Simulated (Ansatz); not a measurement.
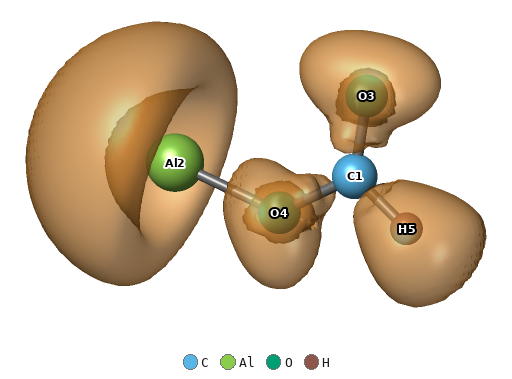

Figure 1: CHAlO$_{2}$ (SMILES O=C[O][Al]). Isosurface of the electron localisation function at 0.75 (orange), seen at a tilt. Only the valence region is drawn (cores and ρ < 0.01 e/Å³ removed).

Geometry: PBE0-D3(BJ)/pcseg-1.

The calculation used isolated molecule in a Gaussian basis; Kohn-Sham density functional theory, functional PBE0 in Ansatz.

```yaml
atoms:
  - { symbol: C, position_ang: [-0.2079, 0.0630, 0.3312] }
  - { symbol: Al, position_ang: [1.6885, 2.0275, 1.1599] }
  - { symbol: O, position_ang: [-0.5328, -0.3024, 1.4313] }
  - { symbol: O, position_ang: [0.6885, 1.0072, 0.0787] }
  - { symbol: H, position_ang: [-0.6348, -0.3621, -0.5969] }
```

Where are the electrons localised?

The ELF exceeds this value in one region around a hydrogen nucleus, two regions on O in which the atom's valence shell and bonds are merged and one lobe on Al, pointing away from the bonds (lone pairs). Along the contacts the grid gives the following. C–O (1.20 Å): the ELF peaks at about 0.85 between the atoms: a multiple bond. Al–O (1.79 Å): the ELF peaks at about 0.85 in the valence shell of O, 0.6 Å from its nucleus, and is about 0.50 at the midpoint.
